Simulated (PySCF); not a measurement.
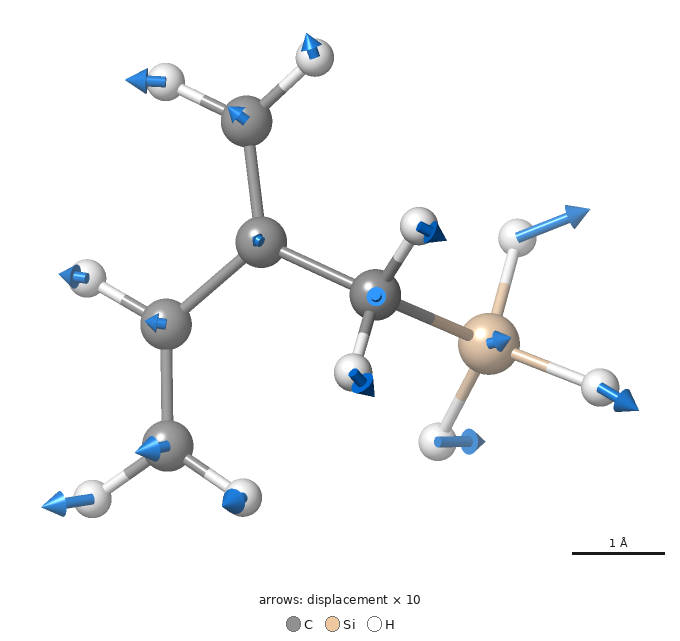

This is a relaxation of C5H10Si. The starting structure is drawn; blue arrows show the displacements, 10 times their true length. The two geometries are superimposed by the best rigid fit.

Style: ball-and-stick. Shown face on.

The start comes from GFN2-xTB.

These are results of PBE0-D3(BJ)/def2-SVP geometry optimisation, gas phase in PySCF, not measurements. 

Q: Which element moves most?

A: Hydrogen: up to 0.087 Å, against 0.042 Å for carbon.

Q: What did the optimiser do to the structure, and how much energy did it gain?

A: The energy falls by 7.60 kJ/mol in 4 geometry steps. The largest force component goes from 0.83 to 0.022 eV/Å. The largest move after the best rigid fit is that of an H atom, 0.087 Å. Largest moves by element: H 0.087 Å, C 0.042 Å, Si 0.029 Å. Near-neighbour distances that change, for instance: H–Si 1.463 → 1.494 Å, C–H 1.077 → 1.092 Å, C–Si 1.910 → 1.897 Å, C–H 1.090 → 1.102 Å. Among the angles between lasting bonds that change: Si–C–H 108.5° → 106.4°. The run took roughly 30 core-seconds on a shared host.
